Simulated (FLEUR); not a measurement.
# GdN: which magnetic order is lowest, part 2 of 3

A self-consistent run ends on one state, which hangs on the start. Several orders of GdN are started in FLEUR and their energies compared.

FLEUR MaX-R8.1; LDA (VWN) with U = 6.7 eV, J = 0.7 eV on Gd f; all-electron FLAPW, Dirac cores, scalar-relativistic bands.

So far, largest spin moment in the muffin-tin sphere (μB): step 2 (start 1: ferro +) 7.04.

The database entry behind the starting cell differs from later determinations by our own check (about 0.3 % long), so it need not match the best structure at ambient conditions.

## Step 3: Start 2: antiferro q=(0,1/2,1/2) +-

An opposed order shows whether neighbours prefer unlike signs.

This order needs a doubled cell of 4 atoms. The mesh is halved along the doubled vector, so that both cells sample the same points. The k list default-1 (kpts.xml, not shown) is a Γ-centred 8×4×8 mesh.

File inp.xml:

```
<?xml version="1.0" encoding="UTF-8" standalone="no"?>
<fleurInput fleurInputVersion="0.39">
   <comment>
      GdN
   </comment>
   <calculationSetup>
      <cutoffs Kmax="3.61" Gmax="10.8" GmaxXC="10.8" numbands="0"/>
      <scfLoop itmax="130" minDistance="0.0001" maxIterBroyd="15" imix="Anderson" alpha="0.05" precondParam="0.0" spinf="2.0" sdNocoIR="T"/>
      <coreElectrons ctail="T" frcor="F" kcrel="0" coretail_lmax="0"/>
      <xcFunctional name="vwn" relativisticCorrections="F"/>
      <magnetism jspins="2"/>
      <soc l_soc="F" theta="0.0" phi="0.0" spav="F"/>
      <expertModes spex="0" secvar="F"/>
      <geometryOptimization l_f="F" forcealpha="1.0" forcemix="BFGS" epsdisp="0.00001" epsforce="0.00001"/>
      <ldaU l_linMix="F" mixParam="0.05" spinf="1.0"/>
   </calculationSetup>
   <cell>
      <bzIntegration valenceElectrons="46.0" mode="hist" fermiSmearingEnergy="0.00110248">
         <kPointListSelection listName="default-1"/>
         <xi:include xmlns:xi="http://www.w3.org/2001/XInclude" href="kpts.xml"> </xi:include>
      </bzIntegration>
      <xi:include xmlns:xi="http://www.w3.org/2001/XInclude" href="sym.xml"> </xi:include>
      <bulkLattice scale="1.0">
         <bravaisMatrix>
            <row-1>    0.0000000000000000     4.7233704484376995     4.7233704484376995</row-1>
            <row-2>    9.4467408968753990     0.0000000000000000     9.4467408968753990</row-2>
            <row-3>    9.4467408968753990     4.7233704484376995     4.7233704484376995</row-3>
         </bravaisMatrix>
      </bulkLattice>
   </cell>
   <atomSpecies>
      <species name="Gadolinium7.000" element="Gd" atomicNumber="64">
         <mtSphere radius="2.8" gridPoints="925" logIncrement="0.014"/>
         <atomicCutoffs lmax="10" lnonsphr="8"/>
         <electronConfig flipSpins="F">
            <coreConfig>(1s1/2) (2s1/2) (2p1/2) (2p3/2) (3s1/2) (3p1/2) (3p3/2) (4s1/2) (3d3/2) (3d5/2) (4p1/2) (4p3/2) (4d3/2) (4d5/2)</coreConfig>
            <valenceConfig>(5s1/2) (5p1/2) (5p3/2) (6s1/2) (4f5/2) (4f7/2) (5d3/2) (5d5/2)</valenceConfig>
            <stateOccupation state="(4f5/2)" spinUp="2.5" spinDown="0.5"/>
            <stateOccupation state="(4f7/2)" spinUp="4.0" spinDown="0.0"/>
            <stateOccupation state="(5d3/2)" spinUp="0.4" spinDown="0.0"/>
            <stateOccupation state="(5d5/2)" spinUp="0.6" spinDown="0.0"/>
         </electronConfig>
         <energyParameters s="6" p="6" d="5" f="4"/>
         <ldaU l="3" U="6.7" J="0.7" l_amf="F"/>
         <lo type="SCLO" l="0" n="5" eDeriv="0"/>
         <lo type="SCLO" l="1" n="5" eDeriv="0"/>
      </species>
      <species name="Gadolinium-7.000" element="Gd" atomicNumber="64">
         <mtSphere radius="2.8" gridPoints="925" logIncrement="0.014"/>
         <atomicCutoffs lmax="10" lnonsphr="8"/>
         <electronConfig flipSpins="F">
            <coreConfig>(1s1/2) (2s1/2) (2p1/2) (2p3/2) (3s1/2) (3p1/2) (3p3/2) (4s1/2) (3d3/2) (3d5/2) (4p1/2) (4p3/2) (4d3/2) (4d5/2)</coreConfig>
            <valenceConfig>(5s1/2) (5p1/2) (5p3/2) (6s1/2) (4f5/2) (4f7/2) (5d3/2) (5d5/2)</valenceConfig>
            <stateOccupation state="(4f5/2)" spinUp="0.5" spinDown="2.5"/>
            <stateOccupation state="(4f7/2)" spinUp="0.0" spinDown="4.0"/>
            <stateOccupation state="(5d3/2)" spinUp="0.0" spinDown="0.4"/>
            <stateOccupation state="(5d5/2)" spinUp="0.0" spinDown="0.6"/>
         </electronConfig>
         <energyParameters s="6" p="6" d="5" f="4"/>
         <ldaU l="3" U="6.7" J="0.7" l_amf="F"/>
         <lo type="SCLO" l="0" n="5" eDeriv="0"/>
         <lo type="SCLO" l="1" n="5" eDeriv="0"/>
      </species>
      <species name="Nitrogen (N)" element="N" atomicNumber="7">
         <mtSphere radius="1.66" gridPoints="549" logIncrement="0.019"/>
         <atomicCutoffs lmax="6" lnonsphr="4"/>
         <electronConfig flipSpins="F">
            <coreConfig>(1s1/2)</coreConfig>
            <valenceConfig>(2s1/2) (2p1/2) (2p3/2)</valenceConfig>
            <stateOccupation state="(2p1/2)" spinUp="0.500000" spinDown="0.500000"/>
            <stateOccupation state="(2p3/2)" spinUp="1.000000" spinDown="1.000000"/>
         </electronConfig>
         <energyParameters s="2" p="2" d="3" f="4"/>
      </species>
   </atomSpecies>
   <atomGroups>
      <atomGroup species="Gadolinium7.000">
         <relPos label="                   1">.0000000000 .0000000000 .0000000000</relPos>
         <force calculate="T" relaxXYZ="TTT"/>
      </atomGroup>
      <atomGroup species="Gadolinium-7.000">
         <relPos label="                   2">.0000000000 1.000/2.000 .0000000000</relPos>
         <force calculate="T" relaxXYZ="TTT"/>
      </atomGroup>
      <atomGroup species="Nitrogen (N)">
         <relPos label="                   3">1.000/2.000 .0000000000 1.000/2.000</relPos>
         <force calculate="T" relaxXYZ="TTT"/>
      </atomGroup>
      <atomGroup species="Nitrogen (N)">
         <relPos label="                   4">1.000/2.000 1.000/2.000 1.000/2.000</relPos>
         <force calculate="T" relaxXYZ="TTT"/>
      </atomGroup>
   </atomGroups>
   <output dos="F" band="F" slice="F">
      <bandDOS minEnergy="-.5*Htr" maxEnergy="0.5*Htr" sigma="0.015" storeEVData="T"/>
      <plotting iplot="0" polar="F">
         <plot TwoD="T" vec1="  1.0  0.0  0.0" vec2="  0.0  1.0  0.0" vec3="  0.0  0.0  1.0" zero="  0.0  0.0  0.0" file="plot"/>
      </plotting>
      <moessbauerParams electricFieldGradient="F" isomerShift="F" coreHyperfine="F" valenceHyperfine="F"/>
   </output>
</fleurInput>
```

File crystal.txt:

```
GdN
&input film=F cartesian=F /
0.00000000000  2.49950000000  2.49950000000
4.99900000000  0.00000000000  4.99900000000
4.99900000000  2.49950000000  2.49950000000
1.8897261246
1.0 1.0 1.0

4
64 0.00000000000  0.00000000000  0.00000000000 : 7.000
64 0.00000000000  0.50000000000  0.00000000000 : -7.000
7 0.50000000000  0.00000000000  0.50000000000
7 0.50000000000  0.50000000000  0.50000000000

&kpt div1=8 div2=4 div3=8 gamma=T /
```

On the command line:

```sh
$ OMP_NUM_THREADS=1 inpgen -f crystal.txt > inpgen.log  # inp.xml is then edited as shown
$ OMP_NUM_THREADS=1 mpirun -n 4 fleur_MPI > fleur.log
```

The log of the run:

```text
[banner, memory and clock lines left out]
Welcome to FLEUR        (www.flapw.de)
      MaX-Release 8.1          (www.max-centre.eu)

 ========== k-point set info ==========
 Selected k-point list: default-1
 k-point list type: mesh
 0 x 0 x 0
 Number of k points: 80

 ------------Calculation Setup---------------------------
 Number of PE/node        :            4
 Number of OMP-threads    :            1
 k-points in parallel     :            4
 pe's per k-point         :            1
 No of k-point loops      :           20
 Eigenvalue solver        :       lapack
 Number of basis functions:          376
 Approximate size of matrices (H+S) per k-point:         0.002 GB
 Iteration:     1   Distance:      27.25814974 me/bohr^3
 Iteration:     2   Distance:      26.23826709 me/bohr^3
 Iteration:     3   Distance:      19.79236747 me/bohr^3
 Iteration:     4   Distance:      14.00832007 me/bohr^3
 Iteration:     5   Distance:       2.54236922 me/bohr^3
 Iteration:     6   Distance:       1.10140353 me/bohr^3
 Iteration:     7   Distance:       0.89061903 me/bohr^3
 Iteration:     8   Distance:       0.23707876 me/bohr^3
 Iteration:     9   Distance:       0.05607459 me/bohr^3
 Iteration:    10   Distance:       0.01831755 me/bohr^3
 Iteration:    11   Distance:       0.00859492 me/bohr^3
 Iteration:    12   Distance:       0.00258098 me/bohr^3
 Iteration:    13   Distance:       0.00224468 me/bohr^3
 Iteration:    14   Distance:       0.00024283 me/bohr^3
 Iteration:    15   Distance:       0.00047526 me/bohr^3
 Iteration:    16   Distance:       0.00036466 me/bohr^3
 Iteration:    17   Distance:       0.00007236 me/bohr^3

 ********************************************************************
 Run finished successfully
 Stop message:
   all done
 ********************************************************************

--- out.xml (last complete iteration) ---
<iteration numberForCurrentRun="   17" overallNumber="   17">
         [... left out ...]
         <bandgap value="0.0170712103" units="eV"/>
         <sumValenceSingleParticleEnergies value="-5.3925820258" units="Htr"/>
         <FermiEnergy value="0.3300658586" units="Htr"/>
         <valenceDensity>
            <mtCharges spin="1">
               <mtCharge atomType="1" total="11.6197814" s="1.0892991" p="3.0367743" d="0.4831826" f="6.9977318"/>
               <mtCharge atomType="2" total="4.5912687" s="1.0813104" p="3.0138175" d="0.4088385" f="0.0744598"/>
               <mtCharge atomType="3" total="2.0259186" s="0.6848776" p="1.3376543" d="0.0028448" f="0.0004485"/>
               <mtCharge atomType="4" total="1.9905741" s="0.6817640" p="1.3050808" d="0.0031341" f="0.0004914"/>
            </mtCharges>
            <mtCharges spin="2">
               <mtCharge atomType="1" total="4.5912687" s="1.0813104" p="3.0138175" d="0.4088385" f="0.0744598"/>
               <mtCharge atomType="2" total="11.6197814" s="1.0892991" p="3.0367743" d="0.4831826" f="6.9977318"/>
               <mtCharge atomType="3" total="1.9905741" s="0.6817640" p="1.3050808" d="0.0031341" f="0.0004914"/>
               <mtCharge atomType="4" total="2.0259186" s="0.6848776" p="1.3376543" d="0.0028448" f="0.0004485"/>
            </mtCharges>
            <spinDependentCharge spin="1" total="23.0000000" interstitial="2.7724572" mtSpheres="20.2275428"/>
            <spinDependentCharge spin="2" total="23.0000000" interstitial="2.7724572" mtSpheres="20.2275428"/>
            <totalCharge value="46.0000000000"/>
         </valenceDensity>
         [... left out ...]
         <magneticMomentsInMTSpheres units="muBohr">
            <globalMagMoment atomType="1" vec="0.00000   0.00000   7.02851"/>
            <localMagMoment atomType="1" vec="0.00000   0.00000   7.02851"/>
            <globalMagMoment atomType="2" vec="0.00000   0.00000  -7.02851"/>
            <localMagMoment atomType="2" vec="0.00000   0.00000  -7.02851"/>
            <globalMagMoment atomType="3" vec="0.00000   0.00000   0.03534"/>
            <localMagMoment atomType="3" vec="0.00000   0.00000   0.03534"/>
            <globalMagMoment atomType="4" vec="0.00000   0.00000  -0.03534"/>
            <localMagMoment atomType="4" vec="0.00000   0.00000  -0.03534"/>
         </magneticMomentsInMTSpheres>
         [... left out ...]
         <totalEnergy value="   -22655.0553441031" units="Htr">
            <sumOfEigenvalues value="   -13920.1790976345">
               <coreElectrons value="-13914.7865156088"/>
               <valenceElectrons value="-5.3925820258"/>
            </sumOfEigenvalues>
            <densityCoulombPotentialIntegral value="-37946.7975397471"/>
            <densityEffectivePotentialIntegral value="-38608.3614326528"/>
            <chargeDenXCDenIntegral value="-498.6573376781"/>
            <FockExchangeEnergyValence value="0.0000000000"/>
            <FockExchangeEnergyCore value="0.0000000000"/>
         [... left out ...]
            <dftUCorrection value="-1.5427247022"/>
            <tkbTimesEntropy value="0.0000353039"/>
            <freeEnergy value="-22655.0553794069"/>
            <extrapolationTo0K value="-22655.0553617550"/>
         </totalEnergy>
         [... left out ...]
         <ldaUDensityMatrixConvergence>
            <distance spin="1" distance="0.000000"/>
            <distance spin="2" distance="0.000000"/>
         </ldaUDensityMatrixConvergence>
         <densityConvergence units="me/bohr^3">
            <chargeDensity spin="1" distance="0.0000464468"/>
            <chargeDensity spin="2" distance="0.0000464410"/>
            <overallChargeDensity distance="0.0000723624"/>
            <spinDensity distance="0.0000582395"/>
         </densityConvergence>
      </iteration>
```

It took 29 s on 4 MPI ranks of AMD EPYC 9R45, shared host; peak memory 0.43 GiB; 2 min of CPU time.

Spin moment in the muffin-tin sphere by atom:

| atom | spin moment in the muffin-tin sphere (μB) |
| --- | --- |
| Gd1 | 7.03 |
| Gd2 | -7.03 |
| N3 | 0.04 |
| N4 | -0.04 |

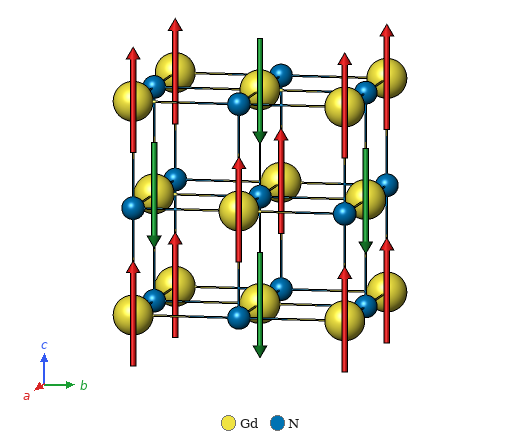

Spin moment in the muffin-tin sphere as arrows, the longest 7.03 μB. Up and down stand for the sign. Arrows give size and sign along the axis of quantisation, drawn up and down the page. The two directions have two colours. Some periodic images of atoms are drawn too.

Read from the output:

```yaml
free_energy: -616475.4624 eV
program_s_band_gap_on_this_mesh_in_a_metal_only_a_level_spacing: 0.01707 eV
magnetization: 0 μB
final_state: antiferromagnetic
```

It lies 7.22 meV a seeded atom over the first start, and its largest moment is 7.03 μB against 7.04 μB.

## Step 4: Run 3 (antiferro q=(0,0,1/2) +-)

Reversing part of the moments tests the sign of the couplings between them.

The cell is doubled to 4 atoms to hold this order. The mesh is halved along the doubled vector, so that both cells sample the same points. The k list default-1 (kpts.xml, not shown) is a Γ-centred 8×8×4 mesh.

Changes to inp.xml since step 3:

```diff
@@ -25,4 +25,4 @@
             <row-1>    0.0000000000000000     4.7233704484376995     4.7233704484376995</row-1>
-            <row-2>    9.4467408968753990     0.0000000000000000     9.4467408968753990</row-2>
-            <row-3>    9.4467408968753990     4.7233704484376995     4.7233704484376995</row-3>
+            <row-2>    4.7233704484376995     0.0000000000000000     4.7233704484376995</row-2>
+            <row-3>    9.4467408968753990     9.4467408968753990     0.0000000000000000</row-3>
          </bravaisMatrix>
@@ -81,3 +81,3 @@
       <atomGroup species="Gadolinium-7.000">
-         <relPos label="                   2">.0000000000 1.000/2.000 .0000000000</relPos>
+         <relPos label="                   2">.0000000000 .0000000000 1.000/2.000</relPos>
          <force calculate="T" relaxXYZ="TTT"/>
@@ -85,7 +85,4 @@
       <atomGroup species="Nitrogen (N)">
-         <relPos label="                   3">1.000/2.000 .0000000000 1.000/2.000</relPos>
-         <force calculate="T" relaxXYZ="TTT"/>
-      </atomGroup>
-      <atomGroup species="Nitrogen (N)">
-         <relPos label="                   4">1.000/2.000 1.000/2.000 1.000/2.000</relPos>
+         <relPos label="                   3">1.000/2.000 1.000/2.000 1.000/4.000</relPos>
+         <relPos label="                   4">1.000/2.000 1.000/2.000 -1.000/4.000</relPos>
          <force calculate="T" relaxXYZ="TTT"/>
```

File crystal.txt:

```
GdN
&input film=F cartesian=F /
0.00000000000  2.49950000000  2.49950000000
2.49950000000  0.00000000000  2.49950000000
4.99900000000  4.99900000000  0.00000000000
1.8897261246
1.0 1.0 1.0

4
64 0.00000000000  0.00000000000  0.00000000000 : 7.000
64 0.00000000000  0.00000000000  0.50000000000 : -7.000
7 0.50000000000  0.50000000000  0.25000000000
7 0.50000000000  0.50000000000  0.75000000000

&kpt div1=8 div2=8 div3=4 gamma=T /
```

The log of the run:

```text
[banner, memory and clock lines left out]
Welcome to FLEUR        (www.flapw.de)
      MaX-Release 8.1          (www.max-centre.eu)

 ========== k-point set info ==========
 Selected k-point list: default-1
 k-point list type: mesh
 0 x 0 x 0
 Number of k points: 80

 [... set-up left out ...]
 Iteration:     1   Distance:      27.28320079 me/bohr^3
 Iteration:     2   Distance:      26.26682767 me/bohr^3
 Iteration:     3   Distance:      19.83976128 me/bohr^3
 Iteration:     4   Distance:      13.90585656 me/bohr^3
 Iteration:     5   Distance:       2.53686613 me/bohr^3
[...]
[... left out ...]
            <freeEnergy value="-22655.0556317125"/>
            <extrapolationTo0K value="-22655.0556136058"/>
         </totalEnergy>
         [... left out ...]
         <ldaUDensityMatrixConvergence>
            <distance spin="1" distance="0.000001"/>
            <distance spin="2" distance="0.000001"/>
         </ldaUDensityMatrixConvergence>
         <densityConvergence units="me/bohr^3">
            <chargeDensity spin="1" distance="0.0000504103"/>
            <chargeDensity spin="2" distance="0.0000504105"/>
            <overallChargeDensity distance="0.0000749532"/>
            <spinDensity distance="0.0000674303"/>
         </densityConvergence>
      </iteration>
```

It took 26 s on 4 MPI ranks; peak memory 0.4 GiB; 1.7 min of CPU time.

Spin moment in the muffin-tin sphere by atom:

| atom | spin moment in the muffin-tin sphere (μB) |
| --- | --- |
| Gd1 | 7.04 |
| Gd2 | -7.04 |
| N3 | 0.00 |
| N4 | 0.00 |

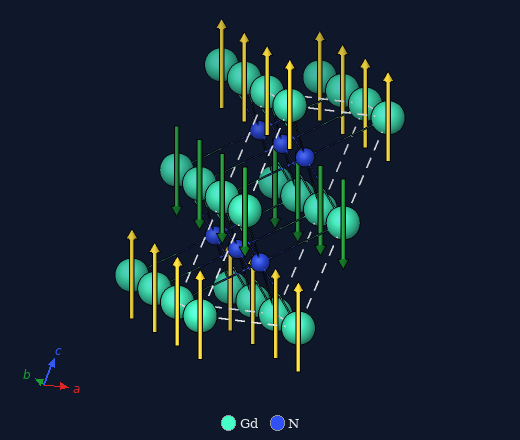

Spin moment in the muffin-tin sphere as arrows, the longest 7.04 μB. Up and down stand for the sign. Arrows give size and sign along the axis of quantisation, drawn up and down the page. The two directions have two colours. Bonds to atoms that aren't drawn are left out. 1×3×1 cells are drawn. Some periodic images of atoms are drawn too.

This step gave:

```yaml
free_energy: -616475.4692 eV
program_s_band_gap_on_this_mesh_in_a_metal_only_a_level_spacing: 0.009449 eV
magnetization: 0 μB
final_state: antiferromagnetic
```

It lies 3.79 meV a seeded atom over the first start, and its largest moment is 7.04 μB against 7.04 μB.

(Part 2 of 3 ends here.)

[Logs and program files are shortened in this print: banners, set-up blocks, solver, clock and traceback lines can be left out without a mark of their own.]

[Logs are printed without paths, hosts, clocks, repeated set-up lines and the standing remarks that a program may print on its own settings, such as how far it seeks lower states.]

[Hosts, paths, dates, database ids (printed as entryN), source tags and the programs' standing remarks are cut or masked in the printed files.]

[Where a cell is said to come from a database of computed structures, the database is the Materials Project.]
